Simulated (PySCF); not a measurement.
# ClF₃: relaxation and vibrations of the triplet

The task is one start of a wider search on ClF₃: the triplet, from a T-shaped start. It is relaxed, tested by its Hessian and followed downhill if it is a saddle.

Program: PySCF 2.14.0. Level of theory: B3LYP, basis Cl def2-TZVP, F def2-TZVP, no relativity, density fitting. These are calculated values, not measurements.

## (1) The system as given

4 atoms, charge 0, spin multiplicity 3.

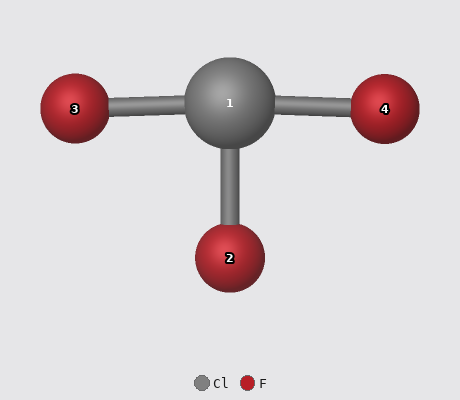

Start geometry, drawn with chlorine grey, fluorine red; atoms are numbered from 1 in the order of the file.

Coordinates in bohr (charge 0 multiplicity 3):
```
Cl    0.0000    0.0000    0.0000
F     0.0000    0.0000    3.0803
F     3.0784    0.0000    0.1075
F    -3.0784    0.0000    0.1075
```

## (2) The SCF at the typed geometry

The steps below are one call of a driver around PySCF. For each, scf.py gives the equivalent set-up of the SCF; relaxations use the driver's own optimiser. After this first run the driver tries any further starts and a stability analysis.

scf.py

```python
from pyscf import gto, scf, dft
mol = gto.M(atom='''
Cl     0.000000     0.000000     0.000000
F      0.000000     0.000000     1.630000
F      1.629000     0.000000     0.056900
F     -1.629000     0.000000     0.056900''',
    basis={'Cl': 'def2-TZVP', 'F': 'def2-TZVP'},
    charge=0, spin=2)
mf = dft.UKS(mol, xc='B3LYP')
mf.grids.atom_grid = (50, 194)
aux = {'Cl': 'def2-universal-JKFIT', 'F': 'def2-universal-JKFIT'}
mf = mf.density_fit(auxbasis=aux)
mf.conv_tol = 1e-08
mf.diis_space = 10
mf.max_cycle = 60
mf.init_guess = 'minao'
mf.verbose = 4
mf.kernel()
```

Launch:

```bash
$ OMP_NUM_THREADS=4 python axn.py task.json out
```

The program printed:

```text
init E= -760.307783161262
[... the frontier-level lines of each cycle are left out ...]
cycle= 1 E= -759.392365418745  delta_E= 0.915  |g|= 0.714  |ddm|= 1.78
cycle= 2 E= -758.800013711476  delta_E= 0.592  |g|= 1.54  |ddm|= 1.19
cycle= 3 E= -759.561453227704  delta_E= -0.761  |g|= 0.123  |ddm|= 0.757
cycle= 4 E= -759.560692237034  delta_E= 0.000761  |g|= 0.139  |ddm|= 0.139
cycle= 5 E= -759.566744450731  delta_E= -0.00605  |g|= 0.0139  |ddm|= 0.0738
cycle= 6 E= -759.566819215155  delta_E= -7.48e-05  |g|= 0.0031  |ddm|= 0.0132
cycle= 7 E= -759.566825332765  delta_E= -6.12e-06  |g|= 0.00136  |ddm|= 0.00469
cycle= 8 E= -759.566826272921  delta_E= -9.4e-07  |g|= 0.000424  |ddm|= 0.00179
cycle= 9 E= -759.566826386098  delta_E= -1.13e-07  |g|= 0.000108  |ddm|= 0.000533
cycle= 10 E= -759.566826396947  delta_E= -1.08e-08  |g|= 2.65e-05  |ddm|= 0.000193
cycle= 11 E= -759.566826397569  delta_E= -6.22e-10  |g|= 1.65e-05  |ddm|= 4.92e-05
Extra cycle  E= -759.566826397297  delta_E= 2.72e-10  |g|= 3.38e-05  |ddm|= 2.7e-05
converged SCF energy = -759.566826397297  <S^2> = 2.004691  2S+1 = 3.0031257
```

This step, with its further starts and checks, ran for 14 s (4 threads of Arm Neoverse V2, shared host).

The starts that the driver tried:

```tsv
start	energy (Eh)
the minimal-basis guess	-759.566826
a thermally smeared density	-759.566826
a smeared PBE density	-759.566826
```

The test of internal stability and the other starts found no lower solution of this spin.

## (3) T-shaped start, triplet: relaxation

The program finds C2v symmetry in the start, which this walk keeps. Threshold on the gradient: 0.0003 Eh/bohr, with a further test on the energy change.

Edit scf.py of step 2 so:

```diff
@@ -3,4 +3,4 @@
-Cl     0.000000     0.000000     0.000000
-F      0.000000     0.000000     1.630000
-F      1.629000     0.000000     0.056900
-F     -1.629000     0.000000     0.056900''',
+Cl     0.000000     0.000000    -0.360243
+F      0.000000     0.000000     1.269757
+F      1.629000     0.000000    -0.303343
+F     -1.629000     0.000000    -0.303343''',
@@ -16 +15,0 @@
-mf.init_guess = 'minao'
```

Steps of the walk:

```tsv
step	energy (Eh)	change (kJ/mol)	largest symmetric gradient (Eh/bohr)
0	-759.566826	0.00	0.15296
1	-759.613430	-122.36	0.03148
2	-759.618084	-134.58	0.01601
3	-759.619340	-137.87	0.00804
4	-759.619710	-138.85	0.00279
5	-759.619763	-138.98	0.00049
6	-759.619765	-138.99	0.00004
```

The walk took 14 s.

Positions (Å) and forces (eV/Å) along the way:

```
step 0
Cl   0.000   0.000  -0.360   0.000   0.000  -6.760
F    0.000   0.000   1.270   0.000   0.000   7.866
F    1.629   0.000  -0.303   2.170   0.000  -0.553
F   -1.629   0.000  -0.303  -2.170   0.000  -0.553
step 1
Cl   0.000   0.000  -0.441   0.000   0.000  -0.639
F    0.000   0.000   1.460   0.000   0.000   1.619
F    1.694   0.000  -0.358   0.155   0.000  -0.490
F   -1.694   0.000  -0.358  -0.155   0.000  -0.490
step 3
Cl   0.000   0.000  -0.416   0.000   0.000  -0.413
F    0.000   0.000   1.606   0.000   0.000   0.349
F    1.699   0.000  -0.444   0.029   0.000   0.032
F   -1.699   0.000  -0.444  -0.029   0.000   0.032
step 6
Cl   0.000   0.000  -0.440   0.000   0.000  -0.001
F    0.000   0.000   1.652   0.000   0.000   0.002
F    1.700   0.000  -0.455   0.001   0.000  -0.001
F   -1.700   0.000  -0.455   0.000   0.000  -0.001
```

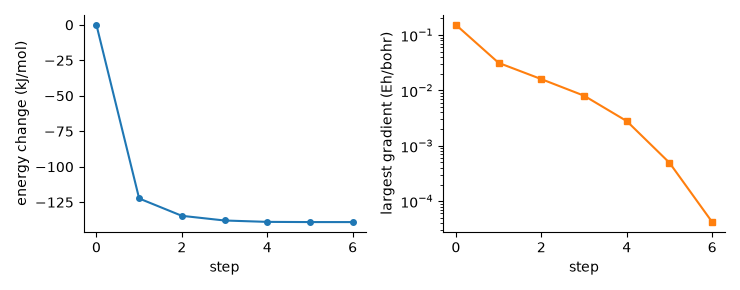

How energy and gradient fall.

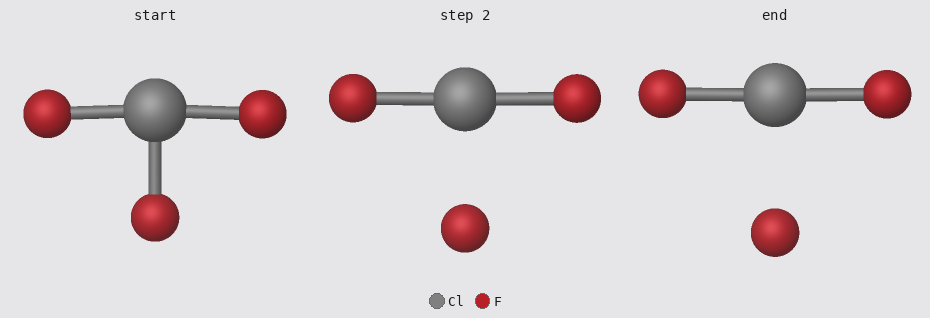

The geometry along the walk, at one scale.

End point (C2v, 6 steps, 139.0 kJ/mol gained): Cl–F 1.700 Å (×2), Cl–F 2.092 Å; F–Cl–F 90.5° (×2), F–Cl–F 179.0°.

## (4) Vibrations and properties at this point

The point is checked on the finer grid, and tightened if its gradient asks for it. The Hessian and the dipole derivatives come from central differences of analytic gradients, with steps of 0.02 bohr.

Edit scf.py of step 3 so:

```diff
@@ -3,4 +3,4 @@
-Cl     0.000000     0.000000    -0.360243
-F      0.000000     0.000000     1.269757
-F      1.629000     0.000000    -0.303343
-F     -1.629000     0.000000    -0.303343''',
+Cl     0.000000     0.000000    -0.425201
+F      0.000000     0.000000     1.666277
+F      1.700485     0.000000    -0.441486
+F     -1.700485     0.000000    -0.441486''',
@@ -10 +10 @@
-mf.grids.atom_grid = (50, 194)
+mf.grids.atom_grid = (75, 302)
@@ -13 +13 @@
-mf.conv_tol = 1e-08
+mf.conv_tol = 1e-10
```

The driver hands on the density of the step before, so the log starts near convergence.

Log of the central SCF (cycles and frontier levels):

```text
init E= -759.619751693989
[... the frontier-level lines of each cycle are left out ...]
cycle= 1 E= -759.619751693808  delta_E= 1.81e-10  |g|= 2.41e-05  |ddm|= 1.64e-05
cycle= 2 E= -759.619751691715  delta_E= 2.09e-09  |g|= 8.06e-05  |ddm|= 5.36e-05
cycle= 3 E= -759.619751694012  delta_E= -2.3e-09  |g|= 2.98e-06  |ddm|= 4.11e-05
cycle= 4 E= -759.619751694018  delta_E= -5.46e-12  |g|= 5.07e-07  |ddm|= 1.79e-06
Extra cycle  E= -759.619751694015  delta_E= 3.18e-12  |g|= 1.05e-06  |ddm|= 1.66e-06
converged SCF energy = -759.619751694015  <S^2> = 2.0065896  2S+1 = 3.0043899
```

The whole step took 52 s.

Geometry: C2v; Cl–F 1.701 Å (×2), Cl–F 2.091 Å; F–Cl–F 90.5° (×2), F–Cl–F 178.9°.

Modes, for the most abundant isotopes:

| symmetry | ω (cm⁻¹) | IR (km/mol) | type |
| --- | --- | --- | --- |
| b1 | 245i | 7.4 | bend |
| b2 | 160 | 0.1 | bend |
| a1 | 248 | 0.2 | stretch |
| a1 | 372 | 12.9 | mixed |
| a1 | 551 | 8.9 | stretch |
| b2 | 650 | 286 | stretch |

With 1 mode imaginary (up to 245i cm⁻¹) this point is a saddle.

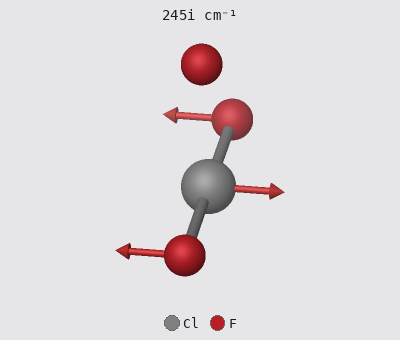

The imaginary mode, as arrows.

Constants and moments:

* Dipole moment: 2.00 D
* Highest occupied level: -9.72 eV
* Lowest empty level: -7.82 eV
* Rotational constants: 0.2536, 0.1534, 0.09559 cm⁻¹
* Zero-point energy (real modes): 11.8 kJ/mol
* Principal polarisabilities: 12.7, 37.9, 44.3 bohr³
* Atomisation energy without zero-point energy: 374 kJ/mol
* Principal traceless quadrupole moments about the centre of mass: -3.65, -0.64, 4.29 D Å
* Spin squared ⟨S²⟩: 2.007

Charges (e) and bond orders:

```csv
atom,Mulliken,Löwdin,polar tensor,spin (Mulliken),Mayer order to Cl1
Cl1,0.67,0.73,1.12,0.90,–
F2,-0.23,-0.27,-0.16,0.68,0.52
"F3,4",-0.22,-0.23,-0.48,0.21,0.89
```

Mulliken populations on Cl1: s 6.03, p 9.95, d 0.34, f 0.02.

## (5) Downhill along the imaginary mode

The start is the last point, displaced along its most imaginary mode.

The program finds Cs symmetry in the start, which this walk keeps. The walk stops when the largest gradient is under 0.0003 Eh/bohr and the energy has settled too.

Edit scf.py of step 4 so:

```diff
@@ -3,4 +3,4 @@
-Cl     0.000000     0.000000    -0.425201
-F      0.000000     0.000000     1.666277
-F      1.700485     0.000000    -0.441486
-F     -1.700485     0.000000    -0.441486''',
+Cl    -0.000000     0.120000    -0.425339
+F      0.000000    -0.001707     1.666139
+F      1.700485    -0.109584    -0.441625
+F     -1.700485    -0.109584    -0.441625''',
@@ -10 +10 @@
-mf.grids.atom_grid = (75, 302)
+mf.grids.atom_grid = (50, 194)
@@ -13 +13 @@
-mf.conv_tol = 1e-10
+mf.conv_tol = 1e-08
```

Steps of the walk:

```tsv
step	energy (Eh)	change (kJ/mol)	largest symmetric gradient (Eh/bohr)
0	-759.621723	0.00	0.00667
1	-759.622330	-1.59	0.01123
2	-759.623047	-3.48	0.00486
3	-759.623354	-4.28	0.00102
4	-759.623388	-4.37	0.00056
5	-759.623391	-4.38	0.00022
```

The walk took 13 s.

Positions (Å) and forces (eV/Å) along the way:

```
step 0
Cl   0.000   0.120  -0.425   0.000   0.147   0.284
F    0.000  -0.002   1.666   0.000   0.031   0.096
F    1.700  -0.110  -0.442  -0.343  -0.089  -0.190
F   -1.700  -0.110  -0.442   0.343  -0.089  -0.190
step 1
Cl   0.000   0.157  -0.329   0.000   0.386  -0.577
F    0.000   0.013   1.755   0.000  -0.103   0.140
F    1.671  -0.136  -0.534  -0.095  -0.141   0.219
F   -1.671  -0.136  -0.534   0.095  -0.141   0.219
step 3
Cl   0.000   0.186  -0.384   0.000   0.044   0.051
F    0.000  -0.001   1.727   0.000   0.007   0.024
F    1.663  -0.143  -0.493   0.052  -0.026  -0.037
F   -1.663  -0.143  -0.493  -0.052  -0.026  -0.037
step 5
Cl   0.000   0.193  -0.375   0.000   0.000  -0.011
F    0.000   0.001   1.739   0.000   0.000   0.011
F    1.663  -0.147  -0.503   0.002   0.000   0.000
F   -1.663  -0.147  -0.503  -0.002   0.000   0.000
```

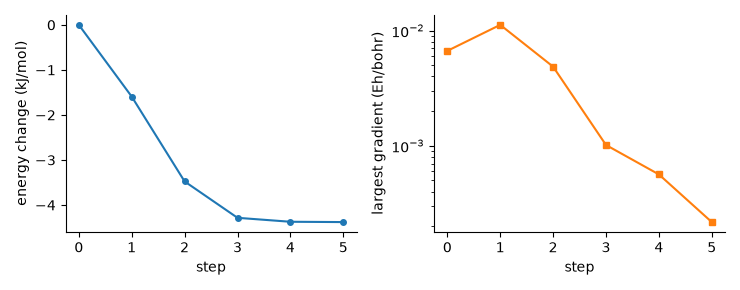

How energy and gradient fall.

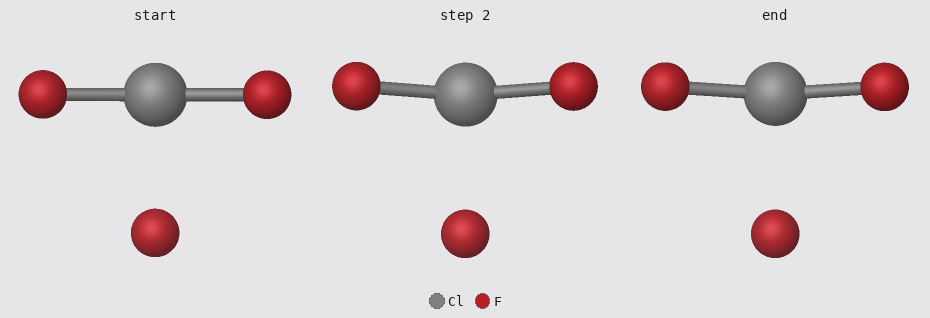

Start and end of the relaxation, with a step between.

End point (Cs, 5 steps, 4.4 kJ/mol gained): Cl–F 1.702 Å (×2), Cl–F 2.123 Å; F–Cl–F 93.2° (×2), F–Cl–F 155.3°.

## (6) Frequencies

The same treatment as at the point before.

Edit scf.py of step 5 so:

```diff
@@ -3,4 +3,4 @@
-Cl    -0.000000     0.120000    -0.425339
-F      0.000000    -0.001707     1.666139
-F      1.700485    -0.109584    -0.441625
-F     -1.700485    -0.109584    -0.441625''',
+Cl    -0.000000     0.180716    -0.384119
+F      0.000000    -0.011429     1.733017
+F      1.663015    -0.160394    -0.513042
+F     -1.663015    -0.160394    -0.513042''',
@@ -10 +10 @@
-mf.grids.atom_grid = (50, 194)
+mf.grids.atom_grid = (75, 302)
@@ -13 +13 @@
-mf.conv_tol = 1e-08
+mf.conv_tol = 1e-10
```

Log of the central SCF (cycles and frontier levels):

```text
init E= -759.623389297169
[... the frontier-level lines of each cycle are left out ...]
cycle= 1 E= -759.623389297176  delta_E= -6.37e-12  |g|= 5.06e-06  |ddm|= 5.99e-06
Extra cycle  E= -759.623389297131  delta_E= 4.46e-11  |g|= 1.26e-05  |ddm|= 1.01e-05
converged SCF energy = -759.623389297131  <S^2> = 2.0095871  2S+1 = 3.0063846
```

The whole step ran for 64 s (4 threads of Arm Neoverse V2, shared host).

Geometry: Cs; Cl–F 1.703 Å (×2), Cl–F 2.126 Å; F–Cl–F 93.3° (×2), F–Cl–F 155.3°.

Harmonic modes (main isotopes):

```csv
symmetry,ω (cm⁻¹),IR (km/mol),μ (u),type
a'',123,0.3,19.49,bend
a',195,3.0,19.94,bend
a',266,7.9,23.13,bend
a',329,5.1,26.36,mixed
a',558,15.5,19.43,stretch
a'',594,237,24.99,stretch
```

No imaginary mode, so this is a minimum.

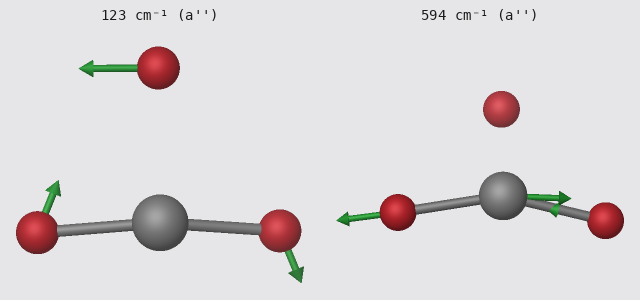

Displacements of 2 of the modes, as arrows (one member where a mode is degenerate).

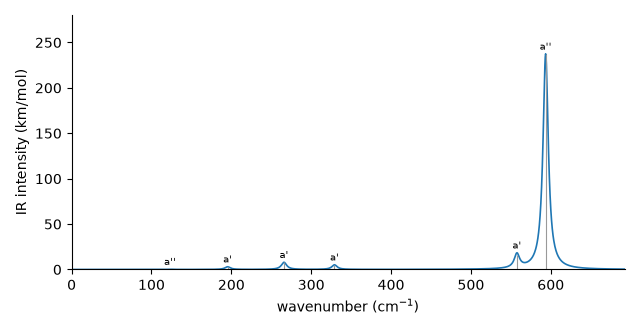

The harmonic infrared spectrum (widths in cm⁻¹). Lines are broadened to a width of 8 cm⁻¹ (Lorentzian).

Constants and moments:

```
Dipole moment                                                   : 2.07 D
Highest occupied level                                          : -9.82 eV
Lowest empty level                                              : -7.11 eV
Rotational constants                                            : 0.2268, 0.1572, 0.09508 cm⁻¹
Zero-point energy                                               : 12.4 kJ/mol
Principal polarisabilities                                      : 13.3, 37.7, 40.4 bohr³
Atomisation energy without zero-point energy                    : 383 kJ/mol
Principal traceless quadrupole moments about the centre of mass : -2.31, -1.35, 3.67 D Å
Entropy at 298.15 K and 1 bar (electronic part: spin only)      : 319.9 J/(mol K)
Heat capacity Cp at 298.15 K                                    : 72.2 J/(mol K)
Enthalpy at 298.15 K above 0 K                                  : 16.37 kJ/mol
Rotational symmetry number                                      : 1
Spin squared ⟨S²⟩                                               : 2.010
```

Charges (e) and bond orders:

| atom | Mulliken | Löwdin | polar tensor | spin (Mulliken) | Mayer order to Cl1 |
| --- | --- | --- | --- | --- | --- |
| Cl1 | 0.64 | 0.72 | 1.03 | 0.84 | – |
| F2 | -0.24 | -0.28 | -0.12 | 0.68 | 0.46 |
| F3,4 | -0.20 | -0.22 | -0.45 | 0.24 | 0.88 |

Outer orbital energies (eV). α occupied: -13.57, -13.29, -13.07, -12.18, -11.56, -11.29, -10.61, -9.82; empty: -2.81, 6.70, 7.02, 7.41. β occupied: -14.34, -14.04, -12.93, -12.49, -12.14, -10.67, -10.67, -10.58; empty: -7.11, -5.64, -2.23, 7.29.

Mulliken populations on Cl1: s 6.00, p 10.03, d 0.31, f 0.02.

## (7) All stationary points

| spin | group | bonds | imaginary modes (cm⁻¹) | ΔE (kJ/mol) | with zero-point energy |
| --- | --- | --- | --- | --- | --- |
| triplet | Cs | Cl–F 1.703 Å (×2), Cl–F 2.126 Å | none | 0.0 | 0.0 |
| triplet | C2v | Cl–F 1.701 Å (×2), Cl–F 2.091 Å | 245i | 9.6 | – |

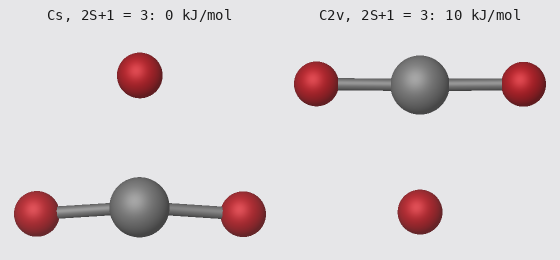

The points, lowest first (chlorine grey, fluorine red).

## (8) Results

```
                                          quantity                                                              value
                                           minimum                                                        triplet, Cs
                                          geometry  Cl–F 1.703 Å (×2), Cl–F 2.126 Å; F–Cl–F 93.3° (×2), F–Cl–F 155.3°
                                wavenumbers (cm⁻¹)       123 (a''), 195 (a'), 266 (a'), 329 (a'), 558 (a'), 594 (a'')
                                     dipole moment                                                             2.07 D
highest occupied, lowest empty level (either spin)                                                    -9.82, -7.11 eV
                        polar-tensor charge of Cl1                                                            +1.03 e
                                 zero-point energy                                                        12.4 kJ/mol
                               entropy at 298.15 K                                                    319.9 J/(mol K)
         atomisation energy (no zero-point energy)                                                         383 kJ/mol
                                              ⟨S²⟩                                                              2.010
```

From C2v at the start the molecule goes to a Cs minimum, after a stop at a saddle point 9.6 kJ/mol higher, from which it was pushed off along an imaginary mode. The strongest infrared band lies at 594 cm⁻¹ (a'', stretch). Only this shape and spin were tried, so other structures or states may lie lower.

The search up to here took 2.6 min.
